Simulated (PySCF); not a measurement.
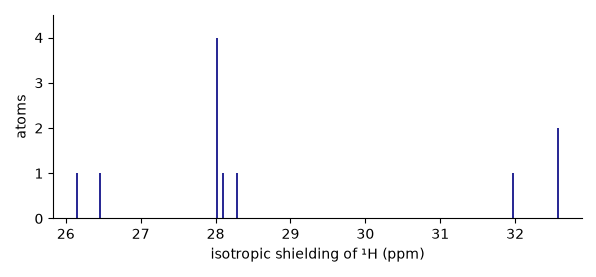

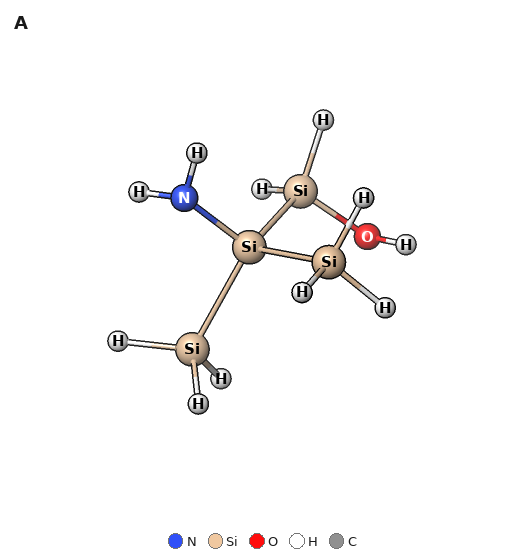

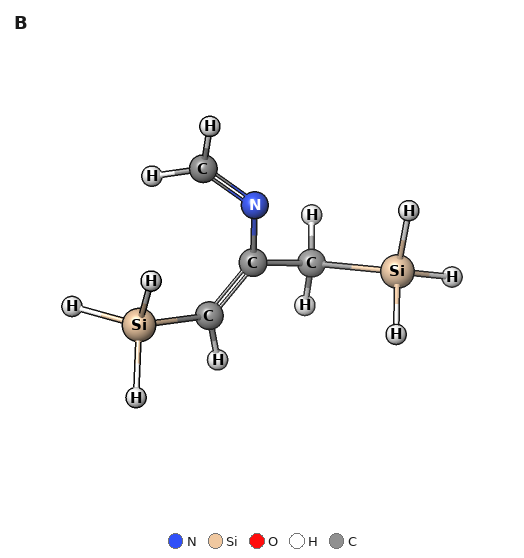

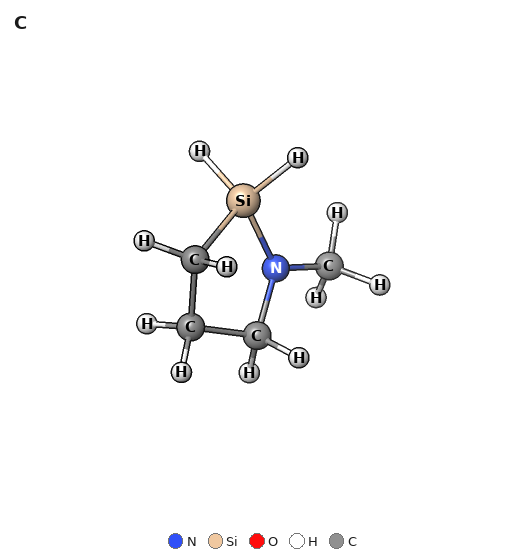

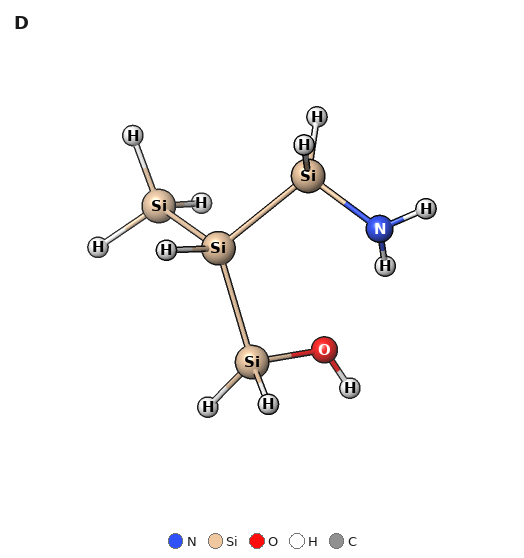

The sticks are computed shieldings of one of the molecules, for one fixed geometry (GFN2-xTB) without averaging over rotations. Low shielding means a high chemical shift. Method: GIAO PBE0/pcSseg-1 NMR shielding, non-relativistic, gas phase (PySCF 2.14.0).

Match the spectrum to a structure.

A, `N[Si]([SiH3])([SiH3])[SiH2]O`. Its 11 H atoms give lines at 26.15, 26.46, 28.02 (4 atoms), 28.11, 28.28, 31.98, 32.57 (2 atoms) ppm.

The geometry is semi-empirical. Around Si such bond lengths and angles can be off by a tenth of an ångström or more and by several degrees, and values that hang on the shape move with them.
